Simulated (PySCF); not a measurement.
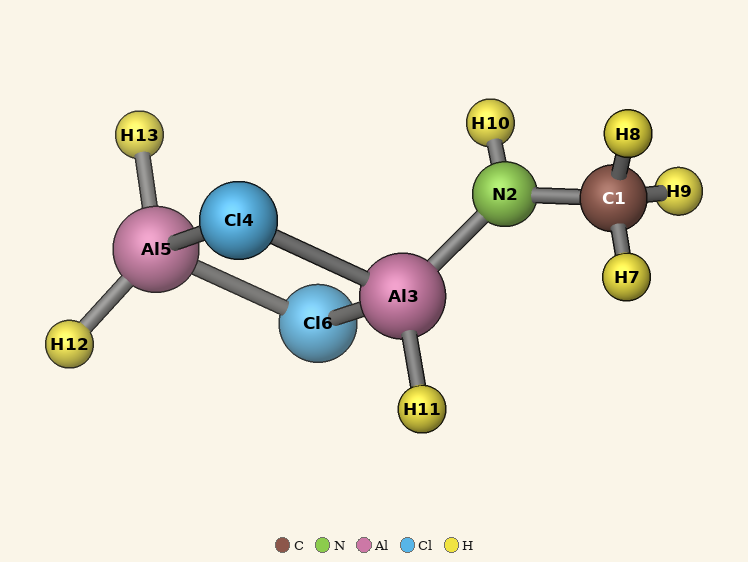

Computed geometry: PBE0-D3(BJ)/def2-SVP optimisation. No frequency run is at hand to confirm it as a minimum.

List the bonds and their lengths.

| bond | length (Å) |
| --- | --- |
| C1–N2 | 1.446 |
| C1–H7 | 1.102 |
| C1–H8 | 1.106 |
| C1–H9 | 1.106 |
| N2–Al3 | 1.772 |
| N2–H10 | 1.015 |
| Al3–Cl4 | 2.336 |
| Al3–Cl6 | 2.324 |
| Al3–H11 | 1.572 |
| Cl4–Al5 | 2.304 |
| Al5–Cl6 | 2.311 |
| Al5–H12 | 1.577 |
| Al5–H13 | 1.578 |
